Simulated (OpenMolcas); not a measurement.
# A workflow on CH5FOSn (SMILES FC[O][SnH3])

Wanted: a single-point energy (HF/ANO-RCC-MB), then a single-point energy (CASSCF(2,2)/ANO-RCC-VDZP), then the energy along one coordinate (CASPT2(2,2)/ANO-RCC-VDZP), then the energy along one coordinate (SC-NEVPT2(2,2)/ANO-RCC-VDZP), then the energy along one coordinate (MC-PDFT[tPBE](2,2)/ANO-RCC-VDZP) of CH5FOSn. 

Program for the calculation: OpenMolcas 26.06.

**1. The molecule**

CH5FOSn has 9 atoms, charge 0, and is taken as a singlet. SMILES: `FC[O][SnH3]`. The shape is that of a PBE0-D4/def2-TZVP optimisation. This is one conformer, not always the lowest.

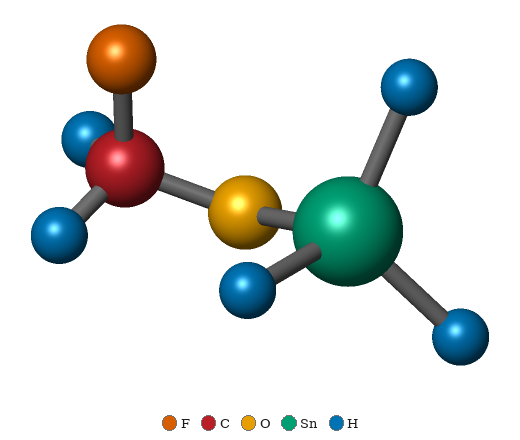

Viewed from a chosen angle; fluorine orange, carbon red, oxygen amber, tin teal, hydrogen blue.

**2. The energy at HF/ANO-RCC-MB (DKH2) (run 1)**

Input file struct.xyz:

```xyz
9

F     -0.596800     1.754200     0.031500
C     -1.291500     0.566100     0.277800
O     -0.736000    -0.463400    -0.405000
Sn     1.239300    -0.701500    -0.319700
H     -1.258800     0.434000     1.369300
H     -2.319100     0.724600    -0.066100
H      1.690100    -0.390300     1.294800
H      1.407800    -2.333100    -0.765300
H      1.953500     0.363100    -1.434400
```

Input file step1.inp:

```
&GATEWAY
 Coord=struct.xyz
 Basis=ANO-RCC-MB
 Group=NoSym

&SEWARD

&SCF
 PrOrbitals=0

&LOCALISATION
 Occupied
 Freeze
 Pipek-Mezey

&LOCALISATION
 FileOrb=$Project.LocOrb
 Virtual
 Pipek-Mezey
```

Run with:

```bash
$ export MOLCAS_MEM=1860
$ pymolcas step1.inp > step1.log
```

The log of the run:

```text
--- Start Module: gateway ---
[...]
--- Stop Module: gateway /rc=_RC_ALL_IS_WELL_ ---
[...]
      Basis functions           47
[...]
       Convergence after  10 Iterations
[...]
::    Total SCF energy                              -6387.4321945134
[...]
      Total spin, S                                     0.0000000000
[...]
      Total electronic charge=   78.000000
      Total            charge=   -0.000000
[...]
      Dipole Moment (debye):
      Origin of the operator (angstrom)=    0.6483   -0.3060   -0.2354
                   X=  1.1526E+00               Y= -1.1823E+00               Z=  9.7594E-01           Total=  1.9180E+00
      Quadrupole Moment (debye*angstrom):
[...]
--- Start Module: localisation ---
[...]
--- Stop Module: localisation /rc=_RC_ALL_IS_WELL_ ---
--- Start Module: localisation ---
[...]
--- Stop Module: localisation /rc=_RC_ALL_IS_WELL_ ---
[...]
```

It took 6 s on 1 thread of Arm Neoverse V2, shared host; peak memory 0.41 GiB.

**3. The energy at CASSCF(2,2)/ANO-RCC-VDZP (DKH2, RICD fitting) (run 2)**

struct.xyz is that of step 2.

Input file step2.input:

```
>>> EXPORT MOLCAS_PRINT=2

&GATEWAY
  Coord=struct.xyz
  Basis=ANO-RCC-MB
  Group=NoSym

&SEWARD

&RASSCF
  FileOrb=$CurrDir/step1.LocOrb
  Alter=2
  1 35 39
  1 40 47
  Spin=1
  Nactel=2 0 0
  Inactive=38
  Ras2=2
  OrbListing=Nothing
>>> COPY $Project.RunFile RUNFIL1
>>> COPY $Project.RasOrb INPORB

&GATEWAY
  Coord=struct.xyz
  Basis=ANO-RCC-VDZP
  Group=NoSym
  RICD

&SEWARD
>>> COPY $Project.RunFile RUNFIL2

&EXPBAS

&RASSCF
  FileOrb=$Project.ExpOrb
  Spin=1
  Nactel=2 0 0
  Inactive=38
  Ras2=2
  OrbListing=Nothing
  OrbAppear=Compact
```

Run with:

```bash
$ export MOLCAS_MEM=1860
$ pymolcas step2.input > step2.log
```

The log of the run:

```text
--- Start Module: gateway ---
[...]
--- Stop Module: gateway /rc=_RC_ALL_IS_WELL_ ---
[...]
      Basis functions           47
[...]
      Number of active orbitals                  2
[...]
      Spin quantum number                      0.0
[...]
      Active orbitals                            2
[...]
      Number of CSFs                             3
[...]
      Number of root(s) required                 1
[...]
      Convergence after 14 iterations
[...]
      printout of CI-coefficients larger than  0.05 for root  1
      energy=   -6387.448801
      conf/sym  11     Coeff  Weight
             1  20   0.99546 0.99094
             3  02  -0.09517 0.00906
      Natural orbitals and occupation numbers for root  1
      sym 1:   1.981886   0.018114
      ************************************************************************************************************************
      *                                                    Final results                                                     *
[...]
::    RASSCF root number  1 Total energy:  -6387.44880135
[...]
      Basis functions          110
[...]
--- Start Module: expbas ---
[...]
--- Stop Module: expbas /rc=_RC_ALL_IS_WELL_ ---
--- Start Module: rasscf ---
[...]
      Convergence after 17 iterations
[...]
      Natural orbitals and occupation numbers for root  1
      sym 1:   1.982598   0.017402
      ************************************************************************************************************************
      *                                                    Final results                                                     *
[...]
::    RASSCF root number  1 Total energy:  -6387.76779059
[...]
      Total electronic charge=   78.000000
      Total            charge=   -0.000000
[...]
      Dipole Moment (debye):
      Origin of the operator (angstrom)=    0.6483   -0.3060   -0.2354
                   X=  1.3435E+00               Y= -1.3644E+00               Z=  8.9558E-01           Total=  2.1139E+00
      Quadrupole Moment (debye*angstrom):
[...]
--- Stop Module: rasscf /rc=_RC_ALL_IS_WELL_ ---
[...]
```

Wall time 25 s (1 thread of Arm Neoverse V2, shared host); peak memory 0.41 GiB.

**4. An energy scan at CASPT2(2,2)/ANO-RCC-VDZP (DKH2, RICD fitting, ipea shift 0.25 Eh, pt2 variant SS) (run 3)**

Input file step3.inp:

```
* CH5FOSn CASPT2
>>> COPY $CurrDir/step2.RasOrb $Project.RasOrb
>>> ForEach K in (1, 2, 3, 4, 5, 6, 7, 8, 9)
&GATEWAY
COORD = $CurrDir/point$K.xyz
BASIS = ANO-RCC-VDZP
GROUP = NoSym
RICD
&SEWARD
&RASSCF
FILEORB = $Project.RasOrb
SPIN = 1
NACTEL = 2 0 0
INACTIVE = 38
RAS2 = 2
ORBLISTING = Nothing
ORBAPPEAR = Compact
&CASPT2
IMAGINARY = 0.2
FROZEN = 21
>>> EndDo
```

Run with:

```bash
$ export MOLCAS_MEM=1860
$ pymolcas step3.inp > step3.log
```

The log of the run:

```text
[...]
      Basis functions          110
[...]
      Number of active orbitals                  2
[...]
      Spin quantum number                      0.0
[...]
      Active orbitals                            2
[...]
      Number of CSFs                             3
[...]
      Number of root(s) required                 1
[...]
      Convergence after 15 iterations
[...]
      Natural orbitals and occupation numbers for root  1
      sym 1:   1.990028   0.009972
      ************************************************************************************************************************
      *                                                    Final results                                                     *
[...]
::    RASSCF root number  1 Total energy:  -6387.74574310
[...]
::    CASPT2 Root  1     Total energy:  -6388.68164597
[...]
      Convergence after 14 iterations
[...]
      Natural orbitals and occupation numbers for root  1
      sym 1:   1.982634   0.017366
      ************************************************************************************************************************
      *                                                    Final results                                                     *
[...]
      Convergence after 16 iterations
[...]
      Natural orbitals and occupation numbers for root  1
      sym 1:   1.651264   0.348736
      ************************************************************************************************************************
      *                                                    Final results                                                     *
[...]
      Convergence after 20 iterations
[...]
      Natural orbitals and occupation numbers for root  1
      sym 1:   1.379571   0.620429
      ************************************************************************************************************************
      *                                                    Final results                                                     *
[...]
      Convergence after 19 iterations
[...]
      Natural orbitals and occupation numbers for root  1
      sym 1:   1.160527   0.839473
      ************************************************************************************************************************
      *                                                    Final results                                                     *
[...]
::    RASSCF root number  1 Total energy:  -6387.61886705
[...]
::    CASPT2 Root  1     Total energy:  -6388.52214382
[...]
      Convergence after 23 iterations
[...]
::    RASSCF root number  1 Total energy:  -6387.61714990
[...]
::    CASPT2 Root  1     Total energy:  -6388.51788225
[...]
```

Wall time 3 min (1 thread of Arm Neoverse V2, shared host); peak memory 0.37 GiB.

The scan, from its lowest point:

| O3–C2 (Å) | energy (kJ/mol) |
| --- | --- |
| 1.219 | 57.1 |
| 1.354 | 0.0 |
| 1.490 | 23.7 |
| 1.693 | 114.2 |
| 1.964 | 246.9 |
| 2.303 | 370.7 |
| 2.709 | 444.8 |
| 3.251 | 475.9 |
| 4.063 | 487.0 |

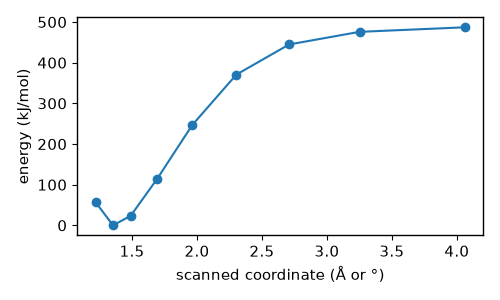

Energy along the scan.

**5. The energy along one coordinate at SC-NEVPT2(2,2)/ANO-RCC-VDZP (DKH2, RICD fitting, pt2 variant SC-NEVPT2) (run 4)**

Input file step4.inp:

```
>>> COPY $CurrDir/step2.RasOrb $Project.RasOrb
>>> ForEach K in (1, 2, 3, 4, 5, 6, 7, 8, 9)

&GATEWAY
  Coord
  $CurrDir/point$K.xyz
  Basis
  ANO-RCC-VDZP
  Group
  NoSym
  RICD

&SEWARD

&RASSCF
  FileOrb
  $Project.RasOrb
  Spin
  1
  Nactel
  2 0 0
  Inactive
  38
  Ras2
  2
  OrbListing
  Nothing
  OrbAppear
  Compact

&CASPT2
  SC-NEVPT2
  Frozen
  21
>>> EndDo
```

Run with:

```bash
$ export MOLCAS_MEM=1860
$ pymolcas step4.inp > step4.log
```

The log of the run:

```text
[...]
      Basis functions          110
[...]
      Number of active orbitals                  2
[...]
      Spin quantum number                      0.0
[...]
      Active orbitals                            2
[...]
      Number of CSFs                             3
[...]
      Number of root(s) required                 1
[...]
      Convergence after 15 iterations
[...]
      printout of CI-coefficients larger than  0.05 for root  1
      energy=   -6387.745743
      conf/sym  11     Coeff  Weight
             1  20   0.99750 0.99501
             3  02  -0.07061 0.00499
      Natural orbitals and occupation numbers for root  1
      sym 1:   1.990028   0.009972
      ************************************************************************************************************************
      *                                                    Final results                                                     *
[...]
::    RASSCF root number  1 Total energy:  -6387.74574310
[...]
      E2 (Variational):          -0.9306989647
[...]
::    SC-NEVPT2 Root  1     Total energy:  -6388.67635352
[...]
      Convergence after 14 iterations
[...]
      Natural orbitals and occupation numbers for root  1
      sym 1:   1.982634   0.017366
      ************************************************************************************************************************
      *                                                    Final results                                                     *
[...]
      Convergence after 16 iterations
[...]
      Natural orbitals and occupation numbers for root  1
      sym 1:   1.651264   0.348736
      ************************************************************************************************************************
      *                                                    Final results                                                     *
[...]
      Convergence after 20 iterations
[...]
      Natural orbitals and occupation numbers for root  1
      sym 1:   1.379571   0.620429
      ************************************************************************************************************************
      *                                                    Final results                                                     *
[...]
      Convergence after 19 iterations
[...]
::    RASSCF root number  1 Total energy:  -6387.61886705
[...]
::    SC-NEVPT2 Root  1     Total energy:  -6388.51505749
[...]
      Convergence after 23 iterations
[...]
::    RASSCF root number  1 Total energy:  -6387.61714990
[...]
      E2 (Variational):          -0.8940741006
[...]
      Reference weight:           0.80949
[...]
::    SC-NEVPT2 Root  1     Total energy:  -6388.51122400
[...]
```

Wall time 2.9 min (1 thread of Arm Neoverse V2, shared host); peak memory 0.37 GiB.

The scan, from its lowest point:

| O3–C2 (Å) | energy (kJ/mol) |
| --- | --- |
| 1.219 | 62.9 |
| 1.354 | 0.0 |
| 1.490 | 18.3 |
| 1.693 | 105.3 |
| 1.964 | 243.5 |
| 2.303 | 378.4 |
| 2.709 | 456.2 |
| 3.251 | 486.3 |
| 4.063 | 496.4 |

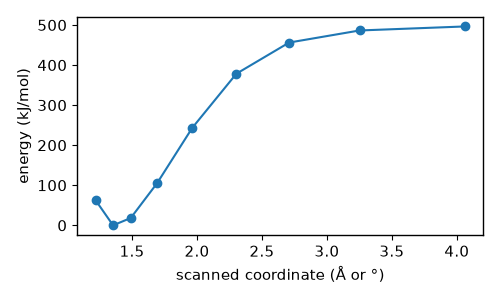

Energy along the scan.

**6. The energy along one coordinate at MC-PDFT[tPBE](2,2)/ANO-RCC-VDZP (DKH2, RICD fitting) (run 5)**

Input file step5.inp:

```
* CH5FOSn MC-PDFT
>>> COPY $CurrDir/step2.RasOrb $Project.RasOrb
>>> ForEach K in (1, 2, 3, 4, 5, 6, 7, 8, 9)

&GATEWAY
  Coord=$CurrDir/point$K.xyz
  Basis=ANO-RCC-VDZP
  Group=NoSym
  RICD

&SEWARD

&RASSCF
  FileOrb=$Project.RasOrb
  Spin=1
  Nactel=2 0 0
  Inactive=38
  Ras2=2
  OrbListing=Nothing
  OrbAppear=Compact

&MCPDFT
  KSDFT=T:PBE
>>> EndDo
```

Run with:

```bash
$ export MOLCAS_MEM=1860
$ pymolcas step5.inp > step5.log
```

The log of the run:

```text
--- Start Module: gateway ---
[...]
      Basis functions          110
[...]
      Number of active orbitals                  2
[...]
      Spin quantum number                      0.0
[...]
      Active orbitals                            2
[...]
      Number of CSFs                             3
[...]
      Number of root(s) required                 1
[...]
      Convergence after 15 iterations
[...]
      printout of CI-coefficients larger than  0.05 for root  1
      energy=   -6387.745743
      conf/sym  11     Coeff  Weight
             1  20   0.99750 0.99501
             3  02  -0.07061 0.00499
      Natural orbitals and occupation numbers for root  1
      sym 1:   1.990028   0.009972
      ************************************************************************************************************************
      *                                                    Final results                                                     *
[...]
::    RASSCF root number  1 Total energy:  -6387.74574310
[...]
::    MCPDFT root number  1 Total energy:  -6390.92004988
[...]
      Convergence after 14 iterations
[...]
      Natural orbitals and occupation numbers for root  1
      sym 1:   1.982634   0.017366
      ************************************************************************************************************************
      *                                                    Final results                                                     *
[...]
      Convergence after 16 iterations
[...]
      Natural orbitals and occupation numbers for root  1
      sym 1:   1.651264   0.348736
      ************************************************************************************************************************
      *                                                    Final results                                                     *
[...]
      Convergence after 20 iterations
[...]
      Natural orbitals and occupation numbers for root  1
      sym 1:   1.379571   0.620429
      ************************************************************************************************************************
      *                                                    Final results                                                     *
[...]
      Convergence after 19 iterations
[...]
::    RASSCF root number  1 Total energy:  -6387.61886705
[...]
::    MCPDFT root number  1 Total energy:  -6390.75464838
[...]
      Convergence after 23 iterations
[...]
::    RASSCF root number  1 Total energy:  -6387.61714990
[...]
      Total electronic charge=   78.000000
      Total            charge=   -0.000000
[...]
::    MCPDFT root number  1 Total energy:  -6390.75248046
[...]
```

Wall time 3 min (1 thread of Arm Neoverse V2, shared host); peak memory 0.37 GiB.

The scan, from its lowest point:

| O3–C2 (Å) | energy (kJ/mol) |
| --- | --- |
| 1.219 | 55.9 |
| 1.354 | 0.0 |
| 1.490 | 23.1 |
| 1.693 | 112.5 |
| 1.964 | 248.2 |
| 2.303 | 382.0 |
| 2.709 | 461.8 |
| 3.251 | 490.1 |
| 4.063 | 495.8 |

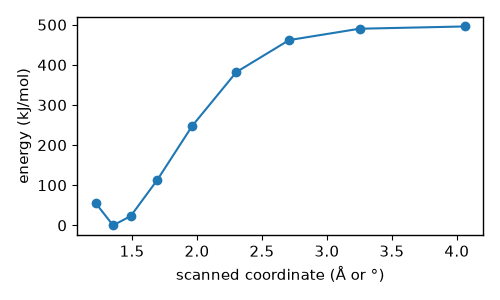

Energy along the scan.

**7. Summary of results**

| quantity | value |
| --- | --- |
| run 1, HF/ANO-RCC-MB: total energy | -6387.43219 Eh |
| run 1, HF/ANO-RCC-MB: dipole moment | 1.92 D |
| run 1, HF/ANO-RCC-MB: HOMO energy | -12.25 eV |
| run 1, HF/ANO-RCC-MB: LUMO energy | 3.57 eV |
| run 1, HF/ANO-RCC-MB: HOMO–LUMO gap | 15.82 eV |
| run 2, CASSCF(2,2)/ANO-RCC-VDZP: total energy | -6387.76779 Eh |
| run 2, CASSCF(2,2)/ANO-RCC-VDZP: dipole moment (CASSCF density) | 2.11 D |
| run 3, CASPT2(2,2)/ANO-RCC-VDZP: lowest energy of the scan | -6388.70339 Eh |
| run 4, SC-NEVPT2(2,2)/ANO-RCC-VDZP: lowest energy of the scan | -6388.70030 Eh |
| run 5, MC-PDFT[tPBE](2,2)/ANO-RCC-VDZP: lowest energy of the scan | -6390.94133 Eh |
